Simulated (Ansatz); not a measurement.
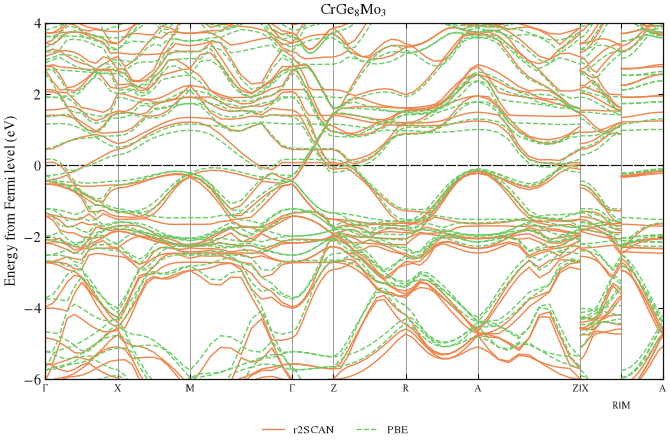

Band structures of CrGe8Mo3, space group P4/mmm (No. 123), 12 atoms in the cell, by two methods on the same cell. Each is counted from its own Fermi level.

Question: What changes from one method to the other?

Answer: Both give a metal. The 8 bands that come within 1 eV of the Fermi level differ by 0.11 eV on average and by 0.24 eV at most (at Γ).

Settings. r2SCAN: DFT r2SCAN, scalar-relativistic, plane waves, PAW, no spin polarisation, 8×8×6 k mesh, 500 eV cutoff, Gaussian smearing of 0.1 eV (Ansatz 0.2.0). PBE: DFT PBE, scalar-relativistic, plane waves, PAW, no spin polarisation, 8×8×6 k mesh, 420 eV cutoff, Gaussian smearing of 0.1 eV (Ansatz 0.2.0).

The run has no spin polarisation, so a magnetic state may lie lower. The structure is an invented one, so it need not be a known or stable phase.
